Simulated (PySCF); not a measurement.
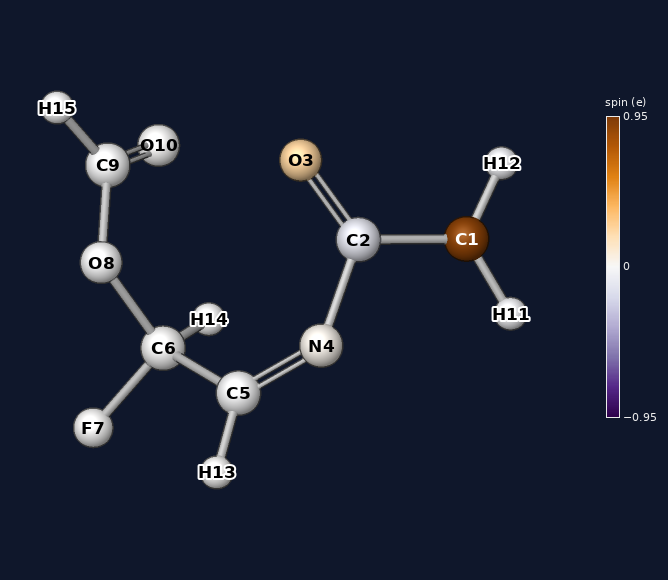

Atoms are coloured by their Mulliken spin populations. State: neutral, doublet. Computed geometry: GFN2-xTB optimisation. No frequency run is at hand to confirm it as a minimum. Properties computed with UKS B3LYP, pcH-1 on C F H N O, non-relativistic (PySCF 2.14.0).

Give the Mulliken spin populations atom by atom.

| atom | value (e) |
| --- | --- |
| C1 | 0.90 |
| C2 | −0.10 |
| O3 | 0.24 |
| N4 | 0.04 |
| C5 | −0.01 |
| C6 | 0.01 |
| F7 | 0.00 |
| O8 | 0.00 |
| C9 | 0.00 |
| O10 | 0.00 |
| H11 | −0.04 |
| H12 | −0.04 |
| H13 | 0.00 |
| H14 | 0.00 |
| H15 | 0.00 |

Mulliken values depend strongly on the basis set.
